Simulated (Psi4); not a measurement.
**C2HF2Ge (SMILES C#[C][Ge]([F])[F]), step by step**

We compute a geometry optimisation (UBP86/def2-SVP), then the harmonic vibrations of C2HF2Ge. 

The calculation is run with Psi4 1.11.

### 1 The structure to begin with

C2HF2Ge has 6 atoms, charge 0, and is taken as a doublet. As SMILES, `C#[C][Ge]([F])[F]`. The shape is that of a PBE0-D4/def2-TZVP optimisation. The run starts from this shape.

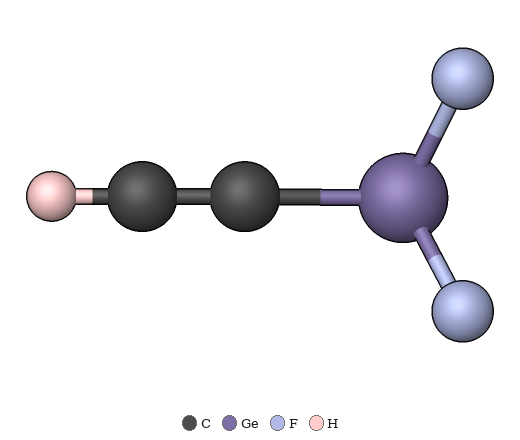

Viewed from a chosen angle; carbon dark grey, germanium purple, fluorine light blue, hydrogen pink.

### 2 A geometry optimisation at UBP86/def2-SVP (density fitting) (run 1)

input.in

```
memory 1.6 GB

molecule molecule1 {
  0 2
  C     -0.190100     0.518400     1.692900
  C     -0.131400     0.204200     0.530300
  Ge    -0.289600    -0.139700    -1.323100
  F     -0.276600    -1.850600    -1.565100
  F      1.142900     0.424100    -2.108200
  H     -0.213200     0.779700     2.727000
}

set reference uks
set geom_maxiter 60

e, wfn = optimize('bp86/def2-SVP', return_wfn=True)
```

Run with:

```console
$ psi4 input.in input.out -n 1
```

input.out:

```text
[...]
  Running in c1 symmetry.
[...]
  Nuclear repulsion =  338.439495053189944
[...]
  Multiplicity = 2
[...]
  Nalpha       = 32
  Nbeta        = 31
[...]
    Number of basis functions: 93
[...]
   @DF-UKS iter   1: -2351.83082826949340   -2.09078e+00   2.65399e-02 DIIS/ADIIS
[...]
   @DF-UKS iter   9: -2353.24733297820012   -5.45697e-12   9.26719e-09 DIIS
[...]
   @S^2 Observed:                7.512904275E-01
[...]
    Orbital Energies [Eh]
    ---------------------
    Alpha Occupied:
       1A   -397.210944     2A    -49.235405     3A    -43.862438
       4A    -43.861727     5A    -43.861422     6A    -24.280092
       7A    -24.280049     8A     -9.961618     9A     -9.947576
      10A     -6.041655    11A     -4.260884    12A     -4.260220
      13A     -4.258191    14A     -1.179798    15A     -1.172691
      16A     -1.166333    17A     -1.165033    18A     -1.164704
      19A     -1.043998    20A     -1.022575    21A     -0.697971
      22A     -0.551007    23A     -0.497972    24A     -0.418567
      25A     -0.412042    26A     -0.375062    27A     -0.349330
      28A     -0.348795    29A     -0.340768    30A     -0.292961
      31A     -0.287852    32A     -0.233165
[...]
  @DF-UKS Final Energy: -2353.24733297820012
   => Energetics <=
    Nuclear Repulsion Energy =            333.0781569767111137
    One-Electron Energy =               -3938.3741765274048703
    Two-Electron Energy =                1363.3981716872981451
    DFT Exchange-Correlation Energy =    -111.3494851148041676
    Empirical Dispersion Energy =           0.0000000000000000
    VV10 Nonlocal Energy =                  0.0000000000000000
    Total Energy =                      -2353.2473329782001201
[...]
 Multipole Moments:
 ------------------------------------------------------------------------------------
     Multipole            Electronic (a.u.)      Nuclear  (a.u.)        Total (a.u.)
 ------------------------------------------------------------------------------------
 L = 1.  Multiply by 2.5417464519 to convert [e a0] to [Debye]
 Dipole X            :         -1.6339004            1.0345536           -0.5993468
 Dipole Y            :         -0.7294814            1.2904949            0.5610135
 Dipole Z            :         -7.3256565            8.1089148            0.7832583
 Magnitude           :                                                    1.1346569
[...]
  -Total Gradient:
     Atom            X                  Y                   Z
    ------   -----------------  -----------------  -----------------
       1       -0.000036987308     0.000039032780     0.000068760857
       2       -0.000028388652     0.000022147048     0.000016168594
       3       -0.000066617704     0.000040814300    -0.000003085348
       4       -0.000097007829     0.000073703841     0.000019807768
       5       -0.000104022354     0.000062177006     0.000022495766
       6        0.000031936201    -0.000007123168     0.000053508237
[...]
    Final optimized geometry and variables:
    Molecular point group: c1
    Full point group: C1
    Geometry (in Angstrom), charge = 0, multiplicity = 2:
    C           -0.129409508897     0.735455036294     2.742075461864
    C           -0.048844416360     0.402849469445     1.559469241589
    GE          -0.227314430561     0.066456354519    -0.315777585096
    F           -0.220058569421    -1.673634976795    -0.568183436467
    F            1.225477539858     0.642819267067    -1.121308964188
    H           -0.157723226219     1.003811517826     3.792099030222
    Psi4 run time: 0:00:33.21
[...]
```

The script printed:

```text
Optimizer: Optimization complete!
```

Run time: 34 s. Hardware: 1 thread of Intel Xeon 6975P-C (Granite Rapids), shared host; peak memory 0.54 GiB.

The path in brief:

| step | energy from the first frame kept (eV) | largest force (eV/Å) |
| --- | --- | --- |
| 0 | 0.0000 | 2.1269 |
| 1 | -0.0657 | 0.1343 |
| 2 | -0.0663 | 0.0388 |
| 3 | -0.0664 | 0.0312 |
| 4 | -0.0664 | 0.0238 |
| 5 | -0.0665 | 0.0100 |
| 6 | -0.0665 | 0.0093 |
| 7 | -0.0666 | 0.0063 |

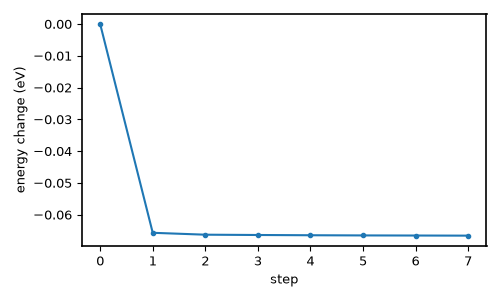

Energy along the run.

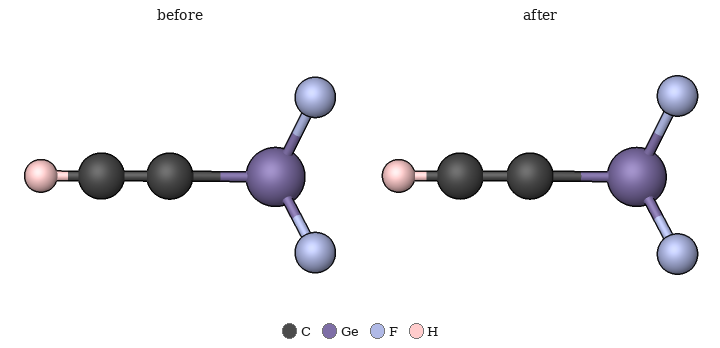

Before and after, at one scale.

After the run. Bond lengths: C1–C2 1.231 Å, C2–Ge3 1.914 Å, Ge3–F4 1.758 Å, Ge3–F5 1.758 Å, C1–H6 1.084 Å. Angles: C1–C2–Ge3 169.3°, C2–Ge3–F4 108.3°, C2–Ge3–F5 108.3°, F4–Ge3–F5 104.8°, C2–C1–H6 177.4°.

### 3 The harmonic vibrations at UBP86/def2-SVP (density fitting) (run 2)

c2hf2ge.sdf

```

     RDKit          3D

  6  5  0  0  0  0  0  0  0  0999 V2000
   -0.1953    0.5312    1.7330 C   0  0  0  0  0  2  0  0  0  0  0  0
   -0.1147    0.1986    0.5504 C   0  0  0  0  0  2  0  0  0  0  0  0
   -0.2932   -0.1378   -1.3248 Ge  0  0  0  0  0  3  0  0  0  0  0  0
   -0.2859   -1.8779   -1.5772 F   0  0  0  0  0  0  0  0  0  0  0  0
    1.1596    0.4385   -2.1304 F   0  0  0  0  0  0  0  0  0  0  0  0
   -0.2236    0.7995    2.7830 H   0  0  0  0  0  0  0  0  0  0  0  0
  2  1  1  0
  3  2  1  0
  4  3  1  0
  5  3  1  0
  6  1  1  0
M  RAD  3   1   3   2   3   3   2
M  END
$$$$
```

c2hf2ge.py

```python
import psi4
from rdkit import Chem

psi4.set_memory(1600000000)
psi4.set_num_threads(1)
psi4.core.set_output_file('c2hf2ge.out', False)

rd = Chem.SDMolSupplier('c2hf2ge.sdf', removeHs=False, sanitize=False)[0]
xyz = rd.GetConformer().GetPositions()
atoms = '\n'.join(f'{a.GetSymbol()} {x:.4f} {y:.4f} {z:.4f}' for a, (x, y, z) in zip(rd.GetAtoms(), xyz))
mol = psi4.geometry('0 2\n' + atoms + '')

psi4.set_options({
    'reference': 'uks',
    't': 298.15,
    'rotational_symmetry_number': 1,
})

result = psi4.frequency("bp86/def2-SVP", molecule=mol)
print(f'total energy {result:.8f} hartree = {result * 27.211386:.5f} eV')
for k in ('ZPVE', 'ENTHALPY', 'GIBBS FREE ENERGY'):
    print(f'{k}: {psi4.variable(k):.8f} Eh')
```

Run with:

```console
$ python c2hf2ge.py
```

c2hf2ge.out (excerpt; [...] marks lines left out):

```text
[...]
  Running in c1 symmetry.
[...]
  Nuclear repulsion =  333.079279935068030
[...]
  Multiplicity = 2
[...]
  Nalpha       = 32
  Nbeta        = 31
[...]
    Number of basis functions: 93
[...]
   @DF-UKS iter   1: -2351.84960559719138   -2.21780e+00   2.64244e-02 ADIIS/DIIS
[...]
   @DF-UKS iter  16: -2353.24732875310065    9.09495e-13   6.67043e-09 DIIS
[...]
   @S^2 Observed:                7.512903399E-01
[...]
  @DF-UKS Final Energy: -2353.24732875310065
   => Energetics <=
    Nuclear Repulsion Energy =            333.0945850114166547
    One-Electron Energy =               -3938.4046279507638246
    Two-Electron Energy =                1363.4130914885954553
    DFT Exchange-Correlation Energy =    -111.3503773023491448
    Empirical Dispersion Energy =           0.0000000000000000
    VV10 Nonlocal Energy =                  0.0000000000000000
    Total Energy =                      -2353.2473287531006463
[...]
 Multipole Moments:
[...]
  -Total Gradient:
     Atom            X                  Y                   Z
    ------   -----------------  -----------------  -----------------
       1       -0.000093476821     0.000488087150     0.001914110241
       2       -0.000020785565     0.000015815508    -0.000034432356
       3       -0.000056951317     0.000061039419     0.000001401219
       4       -0.000093619999     0.000068465590     0.000019977352
       5       -0.000119433687     0.000052724587     0.000033532929
       6        0.000082848067    -0.000456006100    -0.001756742807
[...]
  ==> Harmonic Vibrational Analysis <==
[...]
  Freq [cm^-1]                 93.2953             120.4142            206.1776
[...]
  IR activ [km/mol]             0.4022              3.8621              8.9824
[...]
  Freq [cm^-1]                 270.0068            299.0118            489.3003
[...]
  IR activ [km/mol]            16.0065             32.2837             44.6249
[...]
  Freq [cm^-1]                 666.5369            683.7714            687.7379
[...]
  IR activ [km/mol]            66.6215             61.6953             38.3396
[...]
  Freq [cm^-1]                 698.3072           2047.1898           3371.6294
[...]
  IR activ [km/mol]            41.4137             55.0254             52.5198
[...]
  Total E_0, Enthalpy at 0 [K]                                                        -2353.22538656 [Eh]
[...]
  Total H, Enthalpy at  298.15 [K]                                                    -2353.21802465 [Eh]
[...]
```

The script printed:

```text
Warning: used thermodynamics relations inappropriate for low-frequency modes: ['93.2953' '120.4142' '206.1776' '270.0068' '299.0118' '489.3003']
total energy -2353.24733301 hartree = -64035.12153 eV
ZPVE: 0.02194645 Eh
ENTHALPY: -2353.21802465 Eh
GIBBS FREE ENERGY: -2353.25730018 Eh
```

It took 2.8 min on 1 thread of Intel Xeon 6975P-C (Granite Rapids), shared host; peak memory 0.65 GiB.

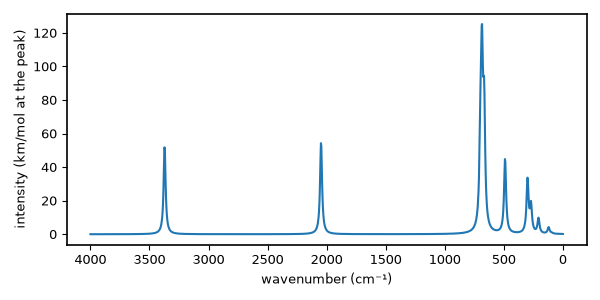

Harmonic infrared spectrum, unscaled, lines broadened by 10 cm⁻¹.

### 4 Outcome

```
                                                                        quantity             value
                                  run 1, UBP86/def2-SVP: total energy at the end    -2353.24733 Eh
                                            run 1, UBP86/def2-SVP: dipole moment            2.88 D
                       run 1, UBP86/def2-SVP: HOMO energy (highest over α and β)          -6.34 eV
                        run 1, UBP86/def2-SVP: LUMO energy (lowest over α and β)          -5.15 eV
                                                     run 1, UBP86/def2-SVP: ⟨S²⟩             0.751
                               run 2, UBP86/def2-SVP: lowest harmonic wavenumber           93 cm⁻¹
                              run 2, UBP86/def2-SVP: highest harmonic wavenumber         3372 cm⁻¹
                                        run 2, UBP86/def2-SVP: zero-point energy       57.6 kJ/mol
run 2, UBP86/def2-SVP: ideal-gas entropy at 298.15 K (symmetry number 1 as used)  82.7 cal/(mol K)
```

**Reading.** The optimisation (run 1, UBP86/def2-SVP) took 8 steps and changed the energy by -0.067 eV. All 12 modes (run 2, UBP86/def2-SVP) are real, so the shape is a minimum at this level.
